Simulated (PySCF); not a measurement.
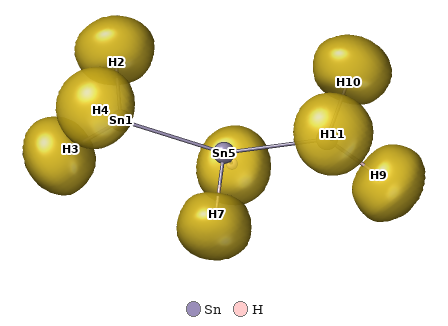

Figure 1: H8Sn3 (charge −1, doublet). Isosurface of the ELF at 0.9 (yellow), seen at a tilt. Core shells and regions of very low density are left out.

Geometry: BP86-D3(BJ)/ma-def2-SVP; core potentials replace the inner electrons of Sn.

Theory: DFT single point, gas phase, functional PBE0 in PySCF 2.14.0, density-fitted response routines.

The calculation's input:

```
{"job": {"kind": "sp", "xc": "PBE0", "basis": "ma-def2-SVP", "d3": "d3bj", "grid": 2}, "charge": -1, "multiplicity": 2}
Sn    -2.052317     0.243503    -2.063416
H     -1.361657    -0.533969    -3.493064
H     -3.787140    -0.113867    -2.285266
H     -1.995667     1.940126    -2.556651
Sn    -0.317568    -0.235768     0.341069
H     -0.676000    -1.956845     0.619270
H     -1.373344     0.439496     1.604599
Sn     2.325597    -0.039973     1.753185
H      2.782698    -0.622485     3.378825
H      3.613459    -0.750524     0.770933
H      2.868668     1.641586     1.829360
```

Launched as:

```sh
OMP_NUM_THREADS=1 python redox_run.py task.json out
```

Where are the electrons localised?

At this value the surface marks out eight regions around hydrogen nuclei.

Values along the shortest contacts:
Sn–Sn (3.00 Å): the ELF peaks at about 0.70 between the atoms. Sn–H (1.77 Å): the ELF climbs to about 1 towards the hydrogen.
